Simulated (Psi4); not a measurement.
# SiNH5 (SMILES N[SiH3]), step by step

Aim: a series of 10 runs (PBE-D4/def2-SVP, PBE0-D4/def2-TZVP, PBE-D4/def2-TZVPP, r2SCAN-D4/def2-TZVPP, B3LYP-D4/def2-TZVPP, PBE0-D4/def2-TZVPP, wB97M-V/def2-TZVPP, CCSD(T)/def2-TZVPP, and more) of SiNH5. 

Program for the calculation: Psi4 1.11.

### Step 1. The structure to begin with

The species is SiNH5 (7 atoms), meant as a singlet with charge 0. SMILES: `N[SiH3]`. The coordinates come from a GFN2-xTB, rattled relaxation. The run starts from this shape.

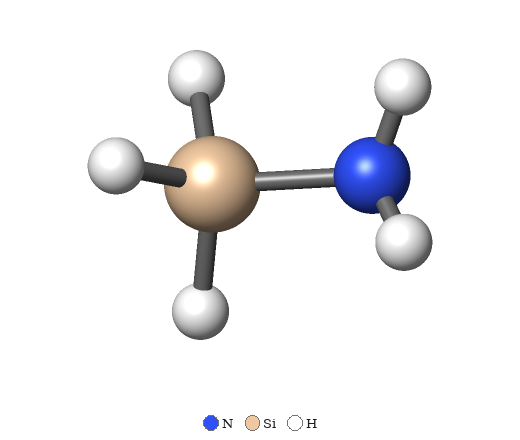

The structure, seen from a chosen angle (nitrogen blue, silicon light orange, hydrogen white).

### Step 2. A geometry optimisation at PBE-D4/def2-SVP (density fitting) (run 1)

Input file run.py:

```python
import psi4

psi4.set_memory(3300000000)
psi4.set_num_threads(2)
psi4.set_output_file('output.dat', False)

geom = psi4.geometry("""
N     -0.122468    -1.100346    -0.088646
Si     0.085613     0.648305    -0.100054
H     -1.015635    -1.444611    -0.200390
H      0.414980    -1.603035     0.624086
H     -0.562597     1.080635    -1.340657
H     -0.478279     1.375981     1.053435
H      1.587285     0.871348    -0.106068
symmetry c1
""")

psi4.set_options(dict(basis='def2-SVP', scf_type='df', geom_maxiter=60, max_force_g_convergence=0.0005))

result = psi4.optimize("PBE-D4")
print(f'total energy {result:.8f} hartree = {result * 27.211386:.5f} eV')
print(geom.to_string(dtype='xyz', units='Angstrom'))
```

On the command line:

```bash
$ python run.py
```

output.dat:

```text
[...]
  Running in c1 symmetry.
[...]
  Nuclear repulsion =   64.301039730235104
[...]
  Multiplicity = 1
[...]
  Nalpha       = 13
  Nbeta        = 13
[...]
    Number of basis functions: 57
[...]
   @DF-RKS iter   1:  -346.58649323426329   -7.88338e-02   1.42778e-02 DIIS/ADIIS
[...]
   @DF-RKS iter   7:  -346.89657270429234   -1.87583e-12   2.11139e-09 DIIS
[...]
    Orbital Energies [Eh]
    ---------------------
    Doubly Occupied:
       1A    -65.405353     2A    -13.978338     3A     -5.057480
       4A     -3.472547     5A     -3.471690     6A     -3.471256
       7A     -0.755856     8A     -0.478176     9A     -0.433331
      10A     -0.349991    11A     -0.300191    12A     -0.294106
      13A     -0.211338
[...]
  @DF-RKS Final Energy:  -346.89657270429234
   => Energetics <=
    Nuclear Repulsion Energy =             63.9177280499522453
    One-Electron Energy =                -605.3607333306304099
    Two-Electron Energy =                 223.9768913975586315
    DFT Exchange-Correlation Energy =     -29.4273792782863808
    Empirical Dispersion Energy =          -0.0030795428864843
    VV10 Nonlocal Energy =                  0.0000000000000000
    Total Energy =                       -346.8965727042923390
[...]
 Multipole Moments:
 ------------------------------------------------------------------------------------
     Multipole            Electronic (a.u.)      Nuclear  (a.u.)        Total (a.u.)
 ------------------------------------------------------------------------------------
 L = 1.  Multiply by 2.5417464519 to convert [e a0] to [Debye]
 Dipole X            :         -0.0018912           -0.2253948           -0.2272861
 Dipole Y            :         -0.5405687            0.1102887           -0.4302800
 Dipole Z            :         -0.1154856            0.4340707            0.3185851
 Magnitude           :                                                    0.5816324
[...]
  -Total Gradient:
     Atom            X                  Y                   Z
    ------   -----------------  -----------------  -----------------
       1       -0.000233551496     0.000167051621     0.000078915667
       2        0.000020092763    -0.000265990959    -0.000139009648
       3        0.000090569073    -0.000065343828    -0.000041955732
       4        0.000083662181     0.000087236125    -0.000042330443
       5       -0.000013369341     0.000017691983     0.000029476827
       6        0.000027065004     0.000050877487     0.000033047138
       7        0.000027644686     0.000015161210     0.000079764877
[...]
    Final optimized geometry and variables:
    Molecular point group: c1
    Full point group: C1
    Geometry (in Angstrom), charge = 0, multiplicity = 1:
    N           -0.126534832887    -1.159470738389     0.000879127990
    SI           0.072069073792     0.576715460187    -0.017134184541
    H           -1.073935299585    -1.534673465650    -0.097562973709
    H            0.374454987144    -1.685830045848     0.722120977310
    H           -0.577646273036     1.099949208227    -1.269267808877
    H           -0.514330034683     1.357125639195     1.143237907212
    H            1.548959613204     0.864069639766    -0.035103089753
[...]
```

The script printed:

```text
Optimizer: Optimization complete!
total energy -346.89657270 hartree = -9439.53654 eV
7
0 1 H5NSi
N                    -0.126534832887    -1.159470738389     0.000879127990
Si                    0.072069073792     0.576715460187    -0.017134184541
H                    -1.073935299585    -1.534673465650    -0.097562973709
H                     0.374454987144    -1.685830045848     0.722120977310
H                    -0.577646273036     1.099949208227    -1.269267808877
H                    -0.514330034683     1.357125639195     1.143237907212
H                     1.548959613204     0.864069639766    -0.035103089753
```

Run time: 63 s. Hardware: 2 threads of AMD EPYC (Zen 3), shared host; peak memory 0.49 GiB.

The path in brief:

| step | energy from the first frame kept (eV) | largest force (eV/Å) |
| --- | --- | --- |
| 0 | 0.0000 | 3.4424 |
| 1 | -0.1377 | 0.4185 |
| 2 | -0.1422 | 0.0888 |
| 3 | -0.1427 | 0.0155 |

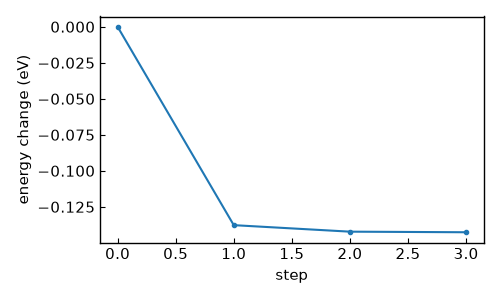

Energy along the run.

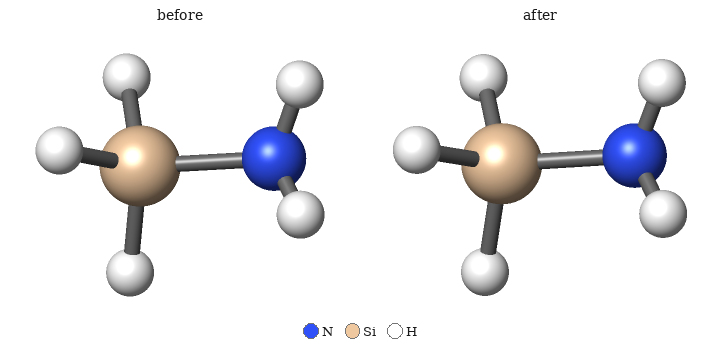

Before and after, at one scale.

After the run. Bond lengths: N1–Si2 1.748 Å, N1–H3 1.024 Å, N1–H4 1.024 Å, Si2–H5 1.505 Å, Si2–H6 1.516 Å, Si2–H7 1.505 Å. Angles: N1–Si2–H5 107.8°, N1–Si2–H6 117.4°, N1–Si2–H7 107.5°, Si2–N1–H3 117.9°, Si2–N1–H4 117.5°, H5–Si2–H6 106.9°, H5–Si2–H7 110.3°, H6–Si2–H7 106.9°, H3–N1–H4 109.4°.

### Step 3. A geometry optimisation at PBE0-D4/def2-TZVP (density fitting) (run 2)

Input file h5nsi.py:

```python
import psi4

psi4.set_memory('3300 MB')
psi4.set_num_threads(2)
psi4.set_output_file('output.dat', False)

molecule = psi4.geometry("""
N     -0.113230    -1.095415    -0.084403
Si     0.085374     0.640772    -0.102416
H     -1.060630    -1.470617    -0.182845
H      0.387760    -1.621774     0.636839
H     -0.564341     1.164005    -1.354550
H     -0.501025     1.421182     1.057956
H      1.562265     0.928126    -0.120385
units angstrom
symmetry c1
""")

options = {'basis': 'def2-TZVP', 'reference': 'rks', 'scf_type': 'df', 'geom_maxiter': 50, 'max_force_g_convergence': 0.0002}
psi4.set_options(options)

result = psi4.optimize("pbe0-d4", molecule=molecule)
print(f'pbe0-d4 energy: {result:.10f} Eh')
print(molecule.to_string(dtype='xyz', units='Angstrom'))
```

On the command line:

```bash
$ python h5nsi.py
```

output.dat, shortened:

```text
[...]
  Running in c1 symmetry.
[...]
  Nuclear repulsion =   63.917715196743892
[...]
  Multiplicity = 1
[...]
  Nalpha       = 13
  Nbeta        = 13
[...]
    Number of basis functions: 98
[...]
   @DF-RKS iter   1:  -346.85977769010861   -2.78787e-01   8.05097e-03 ADIIS/DIIS
[...]
   @DF-RKS iter   7:  -347.10932934584446   -1.59162e-12   3.72222e-09 DIIS
[...]
  @DF-RKS Final Energy:  -347.10932934584446
   => Energetics <=
    Nuclear Repulsion Energy =             64.8373762563952596
    One-Electron Energy =                -607.6059035688510903
    Two-Electron Energy =                 218.0094645785311798
    DFT Exchange-Correlation Energy =     -22.3477172787254759
    Empirical Dispersion Energy =          -0.0025493331943387
    VV10 Nonlocal Energy =                  0.0000000000000000
    Total Energy =                       -347.1093293458445146
[...]
 Multipole Moments:
 ------------------------------------------------------------------------------------
     Multipole            Electronic (a.u.)      Nuclear  (a.u.)        Total (a.u.)
 ------------------------------------------------------------------------------------
 L = 1.  Multiply by 2.5417464519 to convert [e a0] to [Debye]
 Dipole X            :         -0.0084790           -0.1978775           -0.2063565
 Dipole Y            :         -0.4641450            0.0540655           -0.4100795
 Dipole Z            :         -0.0746522            0.3589898            0.2843375
 Magnitude           :                                                    0.5399963
[...]
  -Total Gradient:
     Atom            X                  Y                   Z
    ------   -----------------  -----------------  -----------------
       1        0.000031798930    -0.000062279823    -0.000004518913
       2       -0.000013733552    -0.000030189025     0.000016917820
       3       -0.000006587309     0.000062712741     0.000045683859
       4       -0.000028368095     0.000042338526     0.000001173823
       5        0.000065538663     0.000030418074    -0.000025336846
       6       -0.000041333409    -0.000068826144     0.000033030245
       7       -0.000007863118     0.000032203224    -0.000064553173
[...]
    Final optimized geometry and variables:
    Molecular point group: c1
    Full point group: C1
    Geometry (in Angstrom), charge = 0, multiplicity = 1:
[...]
```

On the terminal:

```text
Optimizer: Optimization complete!
pbe0-d4 energy: -347.1093293458 Eh
7
0 1 H5NSi
N                    -0.136310524014    -1.138314335700     0.023065714026
Si                    0.075908944012     0.568277226729    -0.025363355387
H                    -1.054203811436    -1.527907994517    -0.120151199490
H                     0.378529996596    -1.682880120112     0.696224381937
H                    -0.567367714850     1.075022884319    -1.265117972418
H                    -0.505429041658     1.330252022603     1.120917953476
H                     1.535206772857     0.846442593558    -0.048276986088
```

It took 1.8 min on 2 threads of AMD EPYC (Zen 3), shared host; peak memory 0.77 GiB.

The path in brief:

| step | energy from the first frame kept (eV) | largest force (eV/Å) |
| --- | --- | --- |
| 0 | 0.0000 | 0.6413 |
| 1 | -0.0289 | 0.1269 |
| 2 | -0.0302 | 0.0861 |
| 3 | -0.0316 | 0.0139 |
| 4 | -0.0317 | 0.0045 |

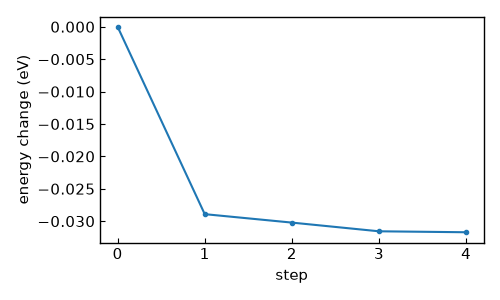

Energy along the run.

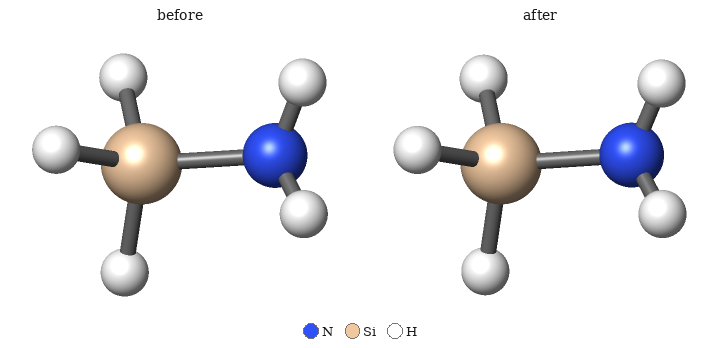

Before and after, at one scale.

After the run. Bond lengths: N1–Si2 1.720 Å, N1–H3 1.007 Å, N1–H4 1.007 Å, Si2–H5 1.486 Å, Si2–H6 1.494 Å, Si2–H7 1.486 Å. Angles: N1–Si2–H5 108.0°, N1–Si2–H6 115.9°, N1–Si2–H7 107.9°, Si2–N1–H3 119.5°, Si2–N1–H4 119.5°, H5–Si2–H6 107.3°, H5–Si2–H7 110.4°, H6–Si2–H7 107.4°, H3–N1–H4 110.6°.

Runs 3 to 5 aren't shown in full; the table further down has their settings and results.

### Step 4. A single-point energy at B3LYP-D4/def2-TZVPP (density fitting) (run 6)

Input file h5nsi.py:

```python
import psi4

psi4.set_memory(3300000000)
psi4.set_num_threads(2)
psi4.core.set_output_file('output.dat', False)

m = psi4.geometry("""
0 1
N     -0.123006    -1.074258    -0.062216
Si     0.089214     0.632333    -0.110645
H     -1.040899    -1.463852    -0.205433
H      0.391835    -1.618824     0.610942
H     -0.554063     1.139079    -1.350400
H     -0.492124     1.394308     1.035636
H      1.548512     0.910499    -0.133559
units angstrom
symmetry c1
""")

psi4.set_options({
    'basis': 'def2-TZVPP',
    'scf_type': 'df',
    'dft_radial_points': 99,
    'dft_spherical_points': 590,
})

energy_value = psi4.energy("B3LYP-D4")
print(f'total energy {energy_value:.8f} hartree = {energy_value * 27.211386:.5f} eV')
```

On the command line:

```bash
$ python h5nsi.py
```

output.dat:

```text
[...]
  Running in c1 symmetry.
[...]
  Nuclear repulsion =   64.837383886471883
[...]
  Multiplicity = 1
[...]
  Nalpha       = 13
  Nbeta        = 13
[...]
    Number of basis functions: 143
[...]
   @DF-RKS iter   1:  -347.02805621832732   -1.83322e-01   6.16724e-03 DIIS/ADIIS
[...]
   @DF-RKS iter   7:  -347.33624988750870   -3.40663e-07   8.75938e-07 DIIS
[...]
    Orbital Energies [Eh]
    ---------------------
    Doubly Occupied:
       1A    -66.109273     2A    -14.296424     3A     -5.270420
       4A     -3.628693     5A     -3.628315     6A     -3.627808
       7A     -0.852163     8A     -0.539623     9A     -0.495823
      10A     -0.403834    11A     -0.350750    12A     -0.341058
      13A     -0.264441
[...]
  @DF-RKS Final Energy:  -347.33624988750870
   => Energetics <=
    Nuclear Repulsion Energy =             64.8373838864718834
    One-Electron Energy =                -607.5660269183603077
    Two-Electron Energy =                 219.4122390766659976
    DFT Exchange-Correlation Energy =     -24.0148356198820068
    Empirical Dispersion Energy =          -0.0050103124043207
    VV10 Nonlocal Energy =                  0.0000000000000000
    Total Energy =                       -347.3362498875086999
[...]
 Multipole Moments:
 ------------------------------------------------------------------------------------
     Multipole            Electronic (a.u.)      Nuclear  (a.u.)        Total (a.u.)
 ------------------------------------------------------------------------------------
 L = 1.  Multiply by 2.5417464519 to convert [e a0] to [Debye]
 Dipole X            :         -0.0013371           -0.1978771           -0.1992142
 Dipole Y            :         -0.4527574            0.0540661           -0.3986913
 Dipole Z            :         -0.0850451            0.3589882            0.2739431
 Magnitude           :                                                    0.5231500
[...]
```

Standard output:

```text
total energy -347.33624989 hartree = -9451.50077 eV
```

Wall time 51 s (2 threads of AMD EPYC (Zen 3), shared host); peak memory 1.6 GiB.

Runs 7 to 9 aren't shown in full; the table further down has their settings and results.

### Step 5. The energy at MP2/def2-QZVPP (density fitting, density fitting for correlation) (run 10)

Input file h5nsi.py:

```python
import psi4

psi4.set_memory('3300 MB')
psi4.set_num_threads(2)
psi4.core.set_output_file('run.log', False)

mol = psi4.geometry("""
0 1
N     -0.123006    -1.074258    -0.062216
Si     0.089214     0.632333    -0.110645
H     -1.040899    -1.463852    -0.205433
H      0.391835    -1.618824     0.610942
H     -0.554063     1.139079    -1.350400
H     -0.492124     1.394308     1.035636
H      1.548512     0.910499    -0.133559
symmetry c1
""")

psi4.set_options({
    'basis': 'def2-QZVPP',
    'reference': 'rhf',
    'scf_type': 'df',
    'num_frozen_docc': 6,
})

energy_value = psi4.energy("mp2")
print(f'mp2 energy: {energy_value:.10f} Eh')
```

On the command line:

```bash
$ python h5nsi.py
```

run.log:

```text
[...]
  Running in c1 symmetry.
[...]
  Nuclear repulsion =   64.837383886471883
[...]
  Multiplicity = 1
[...]
  Nalpha       = 13
  Nbeta        = 13
[...]
    Number of basis functions: 277
[...]
   @DF-RHF iter   1:  -346.24801356773708   -5.54940e-01   1.78557e-03 ADIIS/DIIS
[...]
   @DF-RHF iter  10:  -346.36294241986241   -5.29212e-11   4.51791e-09 DIIS
[...]
    Orbital Energies [Eh]
    ---------------------
    Doubly Occupied:
       1A    -68.775138     2A    -15.536363     3A     -6.120088
       4A     -4.227095     5A     -4.226919     6A     -4.226535
       7A     -1.137719     8A     -0.719395     9A     -0.659862
      10A     -0.554955    11A     -0.491904    12A     -0.473661
      13A     -0.402450
[...]
  @DF-RHF Final Energy:  -346.36294241986241
   => Energetics <=
    Nuclear Repulsion Energy =             64.8373838864718834
    One-Electron Energy =                -607.2964868643962291
    Two-Electron Energy =                 196.0961605580619107
    Total Energy =                       -346.3629424198624065
[...]
 Multipole Moments:
 ------------------------------------------------------------------------------------
     Multipole            Electronic (a.u.)      Nuclear  (a.u.)        Total (a.u.)
 ------------------------------------------------------------------------------------
 L = 1.  Multiply by 2.5417464519 to convert [e a0] to [Debye]
 Dipole X            :         -0.0095454           -0.1978771           -0.2074225
 Dipole Y            :         -0.4119787            0.0540661           -0.3579126
 Dipole Z            :         -0.0633063            0.3589882            0.2956819
 Magnitude           :                                                    0.5084814
[...]
```

The script printed:

```text
mp2 energy: -346.7402835778 Eh
```

Wall time 22 s (2 threads of AMD EPYC (Zen 3), shared host); peak memory 0.63 GiB.

### Step 6. The series

| run | level | geom maxiter | max force g convergence | energy (Eh) | HOMO energy (eV) | LUMO energy (eV) | HOMO–LUMO gap (eV) | wall time |
| --- | --- | --- | --- | --- | --- | --- | --- | --- |
| 1 | PBE-D4/def2-SVP (density fitting) | 60 | 0.0005 | -346.896573 | -5.75 | 0.03 | 5.78 | 63 s |
| 2 | PBE0-D4/def2-TZVP (density fitting) | 50 | 0.0002 | -347.109329 | -7.42 | 0.35 | 7.77 | 1.8 min |
| 3 | PBE0-D4/def2-TZVP (density fitting) | – | – | timeout | – | – | – | 10 min |
| 4 | PBE-D4/def2-TZVPP (density fitting) | – | – | -347.074403 | -6.00 | -0.49 | 5.52 | 60 s |
| 5 | r2SCAN-D4/def2-TZVPP (density fitting) | – | – | timeout | – | – | – | 2 min |
| 6 | B3LYP-D4/def2-TZVPP (density fitting) | – | – | -347.336250 | -7.20 | 0.05 | 7.25 | 51 s |
| 7 | PBE0-D4/def2-TZVPP (density fitting) | – | – | -347.111637 | -7.43 | 0.34 | 7.76 | 57 s |
| 8 | wB97M-V/def2-TZVPP (density fitting) | – | – | timeout | – | – | – | 2 min |
| 9 | CCSD(T)/def2-TZVPP (density fitting, density fitting for correlation) | – | – | timeout | – | – | – | 2 min |
| 10 | MP2/def2-QZVPP (density fitting, density fitting for correlation) | – | – | -346.740284 | -10.95 | 2.53 | 13.48 | 22 s |

### Step 7. Results

| quantity | value |
| --- | --- |
| run 10, MP2/def2-QZVPP: total energy | -346.74028 Eh |
| run 10, MP2/def2-QZVPP: HOMO energy (Hartree–Fock orbitals) | -10.95 eV |
| run 10, MP2/def2-QZVPP: LUMO energy (Hartree–Fock orbitals) | 2.53 eV |
| run 10, MP2/def2-QZVPP: HOMO–LUMO gap (Hartree–Fock orbitals) | 13.48 eV |
| run 10, MP2/def2-QZVPP: correlation energy (6 core orbitals frozen) | -377.3 mEh |

Over runs 4, 6, 7 the dipole moment (its size) runs from 1.33 D (B3LYP-D4/def2-TZVPP) to 1.36 D (PBE-D4/def2-TZVPP). Over runs 4, 6, 7 the HOMO–LUMO gap runs from 5.52 eV (PBE-D4/def2-TZVPP) to 7.76 eV (PBE0-D4/def2-TZVPP). Totals of different functionals can't be ranked against each other. All runs together took 22 min, the longest 10 min. 4 of the 10 runs did not end normally.
